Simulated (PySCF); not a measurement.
**Run report: C3H8O2Si, NMR shielding calculation**

The run: NMR shielding calculation of C3H8O2Si. Method and program: GIAO PBE0/aug-cc-pVDZ NMR shielding, non-relativistic, gas phase (PySCF 2.14.0).

The geometry comes from this level: PBE0-D3(BJ)/def2-SVP. Figures and captions count atoms from 1; the log counts them from 0 in places.

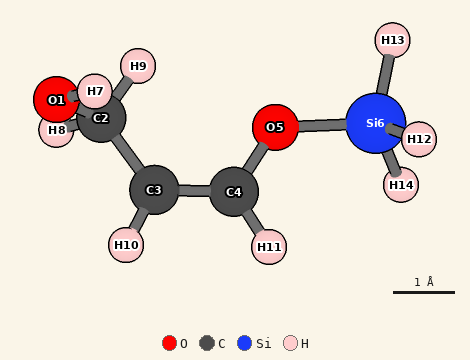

**Figure 1.** The input geometry (ball-and-stick view, seen at a tilt; atoms are numbered from 1 in the order of the input).

Summary

```json
{"quantity": "outcome", "value": "converged"}
{"quantity": "total energy", "value": "−558.665638 hartree"}
{"quantity": "HOMO", "value": "−6.80 eV"}
{"quantity": "LUMO", "value": "−0.39 eV"}
{"quantity": "dipole moment", "value": "2.73 D"}
{"quantity": "isotropic shielding, O", "value": "256.7 to 296.5 ppm"}
{"quantity": "isotropic shielding, C", "value": "56.1 to 140.6 ppm"}
{"quantity": "isotropic shielding, Si", "value": "440.7 ppm"}
{"quantity": "isotropic shielding, H", "value": "24.9 to 32.0 ppm"}
{"quantity": "hardware", "value": "1 CPU thread, shared host"}
{"quantity": "wall time", "value": "27 s"}
{"quantity": "peak memory", "value": "0.95 GiB"}
```

Input
```
{"job": {"kind": "nmr", "xc": "PBE0", "basis": "aug-cc-pVDZ", "pop": true}, "charge": 0, "multiplicity": 1}
O     -2.995380     0.247380     0.635205
C     -1.985889     0.198135    -0.345017
C     -1.022954    -0.921198    -0.111391
C      0.304923    -0.789535    -0.028201
O      0.937361     0.397204    -0.187011
Si     2.586012     0.659545    -0.019168
H     -2.557566     0.331676     1.488843
H     -2.508238     0.049422    -1.305144
H     -1.431620     1.151520    -0.426083
H     -1.442190    -1.921661     0.029403
H      0.946182    -1.660156     0.167596
H      3.032490     0.272647     1.353185
H      2.786184     2.112506    -0.250036
H      3.343049    -0.148856    -1.021189
```

The first line tells a small driver script what to run in PySCF; the rest is the geometry in Å.

Launched with:
```bash
OMP_NUM_THREADS=1 python <driver script> task.json out
```

Output
```
coarse grid: 12016 points
cycle   1  E = -558.5367679659  dE =  6.798e-01  |g| = 7.836e-01  |ddm| = 1.022e+01
cycle   2  E = -558.3672488319  dE =  1.695e-01  |g| = 1.226e+00  |ddm| = 3.132e+00
cycle   3  E = -558.6546656047  dE = -2.874e-01  |g| = 9.262e-02  |ddm| = 1.859e+00
cycle   4  E = -558.6558023786  dE = -1.137e-03  |g| = 5.667e-02  |ddm| = 2.843e-01
cycle   5  E = -558.6565350659  dE = -7.327e-04  |g| = 1.613e-02  |ddm| = 1.217e-01
cycle   6  E = -558.6565941757  dE = -5.911e-05  |g| = 4.277e-03  |ddm| = 4.570e-02
cycle   7  E = -558.6565987812  dE = -4.606e-06  |g| = 4.203e-04  |ddm| = 1.207e-02
final grid: 110944 points
cycle   8  E = -558.6656197350  dE = -1.917e-05  |g| = 9.209e-03  |ddm| = 2.076e-01
cycle   9  E = -558.6655998200  dE =  1.991e-05  |g| = 1.370e-02  |ddm| = 5.235e-02
cycle  10  E = -558.6656372635  dE = -3.744e-05  |g| = 1.462e-03  |ddm| = 2.396e-02
cycle  11  E = -558.6656377600  dE = -4.965e-07  |g| = 2.719e-04  |ddm| = 3.667e-03
cycle  12  E = -558.6656377730  dE = -1.300e-08  |g| = 1.334e-04  |ddm| = 6.706e-04
cycle  13  E = -558.6656377770  dE = -3.937e-09  |g| = 2.180e-05  |ddm| = 2.558e-04
cycle  14  E = -558.6656377771  dE = -1.107e-10  |g| = 3.086e-06  |ddm| = 7.440e-05
```

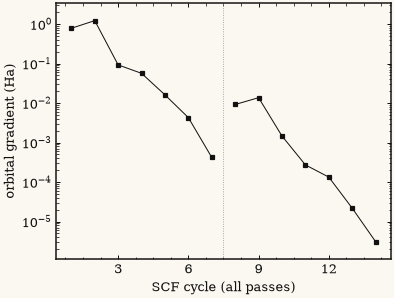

**Figure 2.** Convergence of the self-consistent field: orbital gradient against the SCF cycle. The dotted line marks the change from a coarse to the final integration grid. The first 7 cycles use a coarse grid, the final grid takes over at cycle 8, and the field converges after 14 cycles in all.

```
converged SCF energy = -558.6656377771

GIAO shielding tensors (ppm)
atom      isotropic    diamagn.    paramagn.     s11        s22        s33       span
  0 O      296.536     388.863     -92.328    250.200    302.267    337.139     86.939
  1 C      140.605     232.487     -91.882    114.813    124.341    182.662     67.849
  2 C       81.150     216.491    -135.340    -19.145    109.165    153.431    172.575
  3 C       56.126     224.350    -168.224    -32.023     81.679    118.722    150.745
  4 O      256.723     386.486    -129.764    165.414    261.880    342.874    177.461
  5 Si     440.681     886.954    -446.273    388.554    410.198    523.291    134.737
  6 H       31.977      33.299      -1.321     23.624     29.787     42.521     18.897
  7 H       27.695      28.786      -1.091     23.586     27.513     31.988      8.402
  8 H       26.579      34.137      -7.557     22.058     26.280     31.400      9.343
  9 H       26.287      37.684     -11.397     24.219     26.197     28.447      4.228
 10 H       24.942      35.596     -10.655     21.508     24.820     28.497      6.989
 11 H       26.260      26.961      -0.701     23.156     24.686     30.937      7.780
 12 H       26.299      26.832      -0.534     22.910     25.119     30.867      7.956
 13 H       26.212      26.527      -0.315     23.088     24.588     30.960      7.871
```

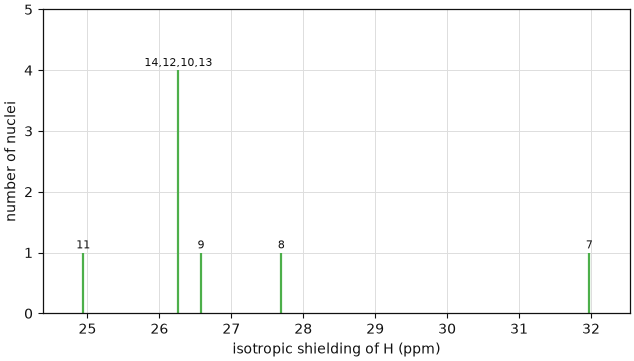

**Figure 3.** Isotropic shieldings of the hydrogen nuclei in this fixed geometry, labelled by atom number; shielding grows to the right, so chemical shift grows to the left. The least shielded is H11 (24.9 ppm), the most shielded H7 (32.0 ppm).
